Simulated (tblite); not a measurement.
# Geometry relaxation, with input and output: C$_{4}$H$_{10}$N$_{2}$OSi$_{2}$ (part 1 of 2)

The run: geometry relaxation of C$_{4}$H$_{10}$N$_{2}$OSi$_{2}$. Method and program: GFN2-xTB geometry optimisation, gas phase (tblite 0.8.0).

It belongs to a series of runs on one base structure; here: constitutional isomer.

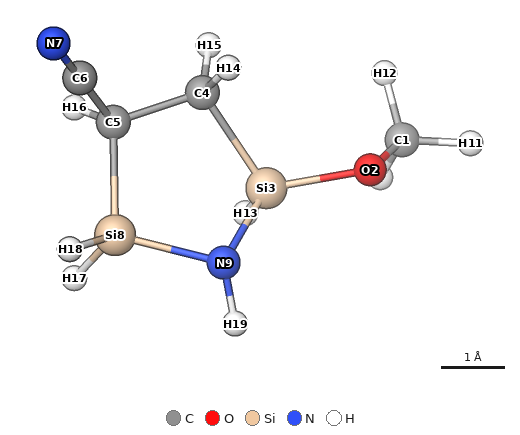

Fig. 1: The input geometry (ball-and-stick view, seen at a tilt; atoms are numbered from 1 in the order of the input).

### Input file
```
{"job": {"kind": "relax", "xc": "GFN2-xTB", "basis": "xTB"}, "charge": 0, "multiplicity": 1}
C      3.018600     0.804500    -0.497800
O      2.281400     0.462900     0.640000
Si     0.860300    -0.308300     0.119900
C     -0.525900     0.932700    -0.161200
C     -1.823100     0.147100    -0.159100
C     -2.817500     0.907800     0.622200
N     -3.591400     1.498200     1.219900
Si    -1.547900    -1.457700     0.716500
N      0.131500    -1.381500     1.332200
H      3.068700    -0.027200    -1.214400
H      4.030800     1.060200    -0.168700
H      2.581200     1.700400    -0.990900
H      1.032600    -1.053200    -1.120500
H     -0.499500     1.609300     0.700800
H     -0.359400     1.515900    -1.056700
H     -2.192200     0.019200    -1.191600
H     -1.686500    -2.509200    -0.289600
H     -2.551200    -1.608400     1.779900
H      0.579800    -2.303400     1.391300
```

The first line tells a small driver script what to run in tblite; the rest is the geometry in Å.

Launch command:
```bash
OMP_NUM_THREADS=1 python <driver script> task.json out
```

### The program's output
```
step      E/eV     max force
  0    -736.08542    2.338
  1    -736.31093    2.374
  2    -736.22870    6.516
  3    -736.42451    0.564
  4    -736.45041    0.413
  5    -736.53994    0.620
  6    -736.56773    0.591
  7    -736.62322    0.718
  8    -736.64887    0.688
  9    -736.67833    0.341
 10    -736.69999    0.354
 11    -736.71871    0.431
 12    -736.74151    0.496
 13    -736.76303    0.378
 14    -736.78499    0.482
 15    -736.80091    0.332
 16    -736.81123    0.318
 17    -736.82084    0.294
 18    -736.83219    0.275
 19    -736.84079    0.246
 20    -736.84730    0.176
 21    -736.85222    0.184
 22    -736.85760    0.224
 23    -736.86438    0.282
 24    -736.87082    0.226
 25    -736.87611    0.200
 26    -736.88155    0.203
 27    -736.88745    0.201
 28    -736.89341    0.214
 29    -736.89839    0.220
 30    -736.90233    0.170
 31    -736.90548    0.134
 32    -736.90891    0.121
 33    -736.91205    0.153
 34    -736.91574    0.174
 35    -736.91986    0.154
 36    -736.92448    0.164
 37    -736.92940    0.148
 38    -736.93432    0.167
 39    -736.93856    0.180
 40    -736.94217    0.155
 41    -736.94537    0.159
 42    -736.94847    0.190
 43    -736.95197    0.185
 44    -736.95591    0.198
 45    -736.96008    0.200
 46    -736.96418    0.238
 47    -736.96766    0.152
 48    -736.96992    0.120
 49    -736.97208    0.143
 50    -736.97498    0.160
 51    -736.97832    0.224
 52    -736.98089    0.195
 53    -736.98185    0.149
 54    -736.98451    0.099
 55    -736.98615    0.081
 56    -736.98818    0.095
 57    -736.99039    0.111
 58    -736.99238    0.104
 59    -736.99397    0.103
 60    -736.99538    0.087
 61    -736.99662    0.060
 62    -736.99754    0.061
 63    -736.99827    0.066
 64    -736.99897    0.068
 65    -736.99963    0.068
 66    -737.00014    0.046
 67    -737.00054    0.053
 68    -737.00099    0.053
 69    -737.00159    0.079
 70    -737.00214    0.074
 71    -737.00248    0.044
 72    -737.00266    0.030
 73    -737.00282    0.028
 74    -737.00297    0.029
 75    -737.00312    0.032
 76    -737.00330    0.028
 77    -737.00354    0.038
 78    -737.00383    0.043
 79    -737.00407    0.037
 80    -737.00424    0.034
 81    -737.00438    0.026
 82    -737.00453    0.026
 83    -737.00469    0.033
 84    -737.00483    0.032
 85    -737.00495    0.029
 86    -737.00508    0.026
 87    -737.00526    0.029
 88    -737.00547    0.038
 89    -737.00574    0.042
 90    -737.00605    0.050
 91    -737.00641    0.039
 92    -737.00670    0.034
 93    -737.00688    0.028
 94    -737.00702    0.026
 95    -737.00718    0.029
 96    -737.00735    0.026
 97    -737.00748    0.022
 98    -737.00757    0.019
 99    -737.00765    0.023
100    -737.00773    0.023
101    -737.00781    0.017
102    -737.00787    0.013
103    -737.00791    0.012
104    -737.00794    0.017
105    -737.00797    0.057
106    -737.00801    0.020
107    -737.00804    0.020
108    -737.00807    0.010
```

### Trajectory as extended XYZ (Å, eV, eV/Å), 12 of the 109 frames kept, from step=0 to step=108
```
19
Properties=species:S:1:pos:R:3:forces:R:3 step=0 energy=-736.08542
C     3.0186    0.8045   -0.4978    0.5580   0.6640  -0.0560
O     2.2814    0.4629    0.6400   -1.6140  -1.2900  -1.0950
Si    0.8603   -0.3083    0.1199    0.9190   0.1560   1.5220
C    -0.5259    0.9327   -0.1612    0.6900   0.0890   0.4630
C    -1.8231    0.1471   -0.1591   -1.2800   1.8280   0.0490
C    -2.8175    0.9078    0.6222    0.6720  -0.6690  -1.2120
N    -3.5914    1.4982    1.2199   -0.0490   0.0900   0.1630
Si   -1.5479   -1.4577    0.7165    0.4640  -1.5650   1.3290
N     0.1315   -1.3815    1.3322   -0.5080   0.0120  -1.4780
H     3.0687   -0.0272   -1.2144    0.1100   0.4000   0.1420
H     4.0308    1.0602   -0.1687   -0.0870  -0.0370  -0.0600
H     2.5812    1.7004   -0.9909    0.2360  -0.5420   0.1690
H     1.0326   -1.0532   -1.1205    0.2740  -0.1550  -0.2250
H    -0.4995    1.6093    0.7008   -0.1290   0.1400  -0.1870
H    -0.3594    1.5159   -1.0567   -0.2720   0.2820  -0.1720
H    -2.1922    0.0192   -1.1916   -0.0490   0.0510   0.4450
H    -1.6865   -2.5092   -0.2896    0.0090  -0.1610  -0.0610
H    -2.5512   -1.6084    1.7799    0.3620  -0.0670   0.0000
H     0.5798   -2.3034    1.3913   -0.3060   0.7720   0.2630
19
Properties=species:S:1:pos:R:3:forces:R:3 step=10 energy=-736.69999
C     3.0890    0.8041   -0.4987    0.0600   0.0320   0.0870
O     2.2833    0.2694    0.5209   -0.0490  -0.0500  -0.2480
Si    0.8496   -0.3247    0.0380   -0.0560  -0.1660  -0.2200
C    -0.5328    0.9733   -0.1267    0.1410  -0.1830  -0.1080
C    -1.8607    0.1908   -0.1171    0.1280  -0.2040   0.0870
C    -2.8508    0.9338    0.5834   -0.3290   0.1230   0.0420
N    -3.6214    1.5210    1.1987    0.1230  -0.0740  -0.1200
Si   -1.6357   -1.5430    0.7337    0.1800   0.0590  -0.0410
N     0.0402   -1.3958    1.1278    0.0380   0.2800  -0.0700
H     3.2390    0.0729   -1.3013    0.0650   0.1130   0.1580
H     4.0437    1.0764   -0.0583    0.0860  -0.0100   0.0240
H     2.6289    1.6939   -0.9390    0.0310  -0.0570   0.1000
H     1.1376   -1.0910   -1.2096   -0.1740   0.2210   0.0940
H    -0.5081    1.7016    0.6953    0.0020  -0.2640  -0.0420
H    -0.4486    1.5636   -1.0416   -0.0810  -0.0130  -0.0080
H    -2.1833    0.0068   -1.1465   -0.0930   0.1050   0.0890
H    -1.7533   -2.5997   -0.2969   -0.2210   0.1680   0.1850
H    -2.4605   -1.7041    1.9315    0.1150  -0.0440  -0.1330
H     0.5341   -2.1400    1.5788    0.0350  -0.0360   0.1250
19
Properties=species:S:1:pos:R:3:forces:R:3 step=20 energy=-736.84730
C     3.1673    0.8134   -0.4554   -0.0170  -0.0260   0.0300
O     2.2998    0.1455    0.4171   -0.1280  -0.0090  -0.0580
Si    0.8472   -0.3658   -0.1003   -0.0740   0.0130  -0.1090
C    -0.5492    0.9282   -0.1787   -0.0210  -0.0790  -0.0480
C    -1.8897    0.1676   -0.1090   -0.0290   0.0340   0.0400
C    -2.8766    0.9439    0.5719   -0.0580  -0.0600   0.0480
N    -3.6687    1.5453    1.1421    0.0610   0.0100  -0.0270
Si   -1.6201   -1.5360    0.7608   -0.0030   0.0420   0.0150
N     0.0653   -1.3560    1.0823    0.0520  -0.0400  -0.0820
H     3.4223    0.1743   -1.3018    0.0390  -0.0330  -0.0140
H     4.0761    1.0717    0.0841   -0.0120  -0.0070   0.0820
H     2.7049    1.7207   -0.8479    0.0210   0.0340   0.0610
H     1.0399   -1.0582   -1.3926   -0.0730   0.0320   0.0830
H    -0.4563    1.5719    0.7056   -0.0630  -0.0160  -0.1640
H    -0.5513    1.5726   -1.0601    0.0710   0.0380   0.0940
H    -2.2803   -0.0049   -1.1202    0.1300  -0.0460   0.0720
H    -1.9507   -2.5723   -0.2297    0.0600   0.0100   0.0160
H    -2.3426   -1.7765    2.0004    0.0160   0.0840   0.0700
H     0.5529   -1.9763    1.7037    0.0290   0.0190  -0.1090
19
Properties=species:S:1:pos:R:3:forces:R:3 step=29 energy=-736.89839
C     3.1974    0.8112   -0.3994   -0.0220  -0.0500   0.0430
O     2.2452    0.0845    0.3182   -0.0080  -0.0140  -0.0130
Si    0.7969   -0.3802   -0.2341    0.0120   0.0270  -0.0230
C    -0.5855    0.9256   -0.2188    0.0310  -0.0810   0.0210
C    -1.9118    0.1470   -0.0939    0.0140   0.1220  -0.0800
C    -2.9073    0.9361    0.5587    0.0600   0.0170   0.0000
N    -3.6735    1.5758    1.1230    0.0130  -0.0450  -0.0400
Si   -1.6109   -1.5284    0.8208    0.0410   0.1070  -0.0360
N     0.0957   -1.3928    0.9760    0.0810   0.0200   0.0050
H     3.5454    0.2371   -1.2602    0.0020   0.0000  -0.0130
H     4.0397    1.0109    0.2626   -0.0080  -0.0030   0.0150
H     2.7849    1.7569   -0.7551   -0.0020   0.0030   0.0160
H     0.9037   -1.0689   -1.5356    0.0160   0.0890   0.0860
H    -0.4628    1.5429    0.6782   -0.0040   0.0250  -0.1070
H    -0.5928    1.6014   -1.0805   -0.1430  -0.0930   0.1390
H    -2.2781   -0.0932   -1.0963   -0.0420   0.0200  -0.0100
H    -1.9851   -2.5559   -0.1559   -0.0400  -0.1140   0.0500
H    -2.2481   -1.6963    2.1171    0.0070   0.0380   0.0330
H     0.6371   -1.9044    1.6473   -0.0090  -0.0700  -0.0860
19
Properties=species:S:1:pos:R:3:forces:R:3 step=39 energy=-736.93856
C     3.2250    0.7965   -0.3309   -0.0170   0.0460  -0.0120
O     2.2261    0.0380    0.2695   -0.0280  -0.0190   0.0390
Si    0.7764   -0.3605   -0.3158   -0.0050   0.1080   0.0160
C    -0.6209    0.9281   -0.2642   -0.0430  -0.0180   0.0520
C    -1.9265    0.1228   -0.1006   -0.0050   0.0890  -0.0360
C    -2.9163    0.9269    0.5414    0.0260  -0.0420   0.0310
N    -3.6764    1.5848    1.0918   -0.0240  -0.0100  -0.0120
Si   -1.5863   -1.5149    0.8661   -0.0390   0.1520  -0.0020
N     0.1277   -1.3968    0.9017   -0.0070   0.0160  -0.0760
H     3.6248    0.2784   -1.2057    0.0390   0.0060   0.0340
H     4.0116    0.9489    0.4074    0.0720  -0.0290  -0.0410
H     2.8449    1.7687   -0.6479   -0.0240   0.0340  -0.0210
H     0.8490   -0.9941   -1.6371    0.0680   0.0060  -0.0580
H    -0.4786    1.5624    0.6161   -0.0270  -0.0270   0.0050
H    -0.7260    1.6076   -1.1147    0.1370  -0.1150   0.0220
H    -2.3023   -0.1189   -1.0997   -0.0320  -0.1170   0.0320
H    -2.0313   -2.6394    0.0378   -0.0710  -0.0190   0.0160
H    -2.1369   -1.5180    2.2142   -0.0090  -0.0240   0.0380
H     0.7063   -2.0112    1.4430   -0.0140  -0.0360  -0.0270
19
Properties=species:S:1:pos:R:3:forces:R:3 step=49 energy=-736.97208
C     3.2633    0.7983   -0.2669   -0.0240   0.0670  -0.0240
O     2.2266    0.0280    0.2492   -0.0610  -0.0370   0.0620
Si    0.7818   -0.3276   -0.3812   -0.0340  -0.0040   0.0390
C    -0.6541    0.9145   -0.2937   -0.0170   0.0240  -0.0020
C    -1.9528    0.1076   -0.1021    0.0010  -0.0380   0.0050
C    -2.9500    0.9204    0.5175    0.0270  -0.0490   0.0640
N    -3.7130    1.5752    1.0684    0.0060  -0.0210  -0.0650
Si   -1.5853   -1.4776    0.9378   -0.0140   0.0550  -0.0080
N     0.1273   -1.4376    0.7684   -0.0670  -0.0090  -0.1080
H     3.6980    0.3239   -1.1492   -0.0040  -0.0240  -0.0070
H     4.0280    0.9000    0.5036    0.0050  -0.0300   0.0000
H     2.9040    1.7889   -0.5450    0.0160   0.0890  -0.0390
H     0.9062   -0.8598   -1.7477    0.0270   0.0010   0.0190
H    -0.5382    1.5798    0.5647    0.0770  -0.0180   0.0390
H    -0.7415    1.5605   -1.1675   -0.0350   0.0120  -0.0500
H    -2.3406   -0.2107   -1.0743    0.0400   0.0070  -0.0230
H    -2.1541   -2.6721    0.2994   -0.0380   0.0750  -0.0130
H    -2.0211   -1.3512    2.3257    0.0440   0.0050   0.0270
H     0.7057   -2.1512    1.1651    0.0530  -0.1040   0.0830
```
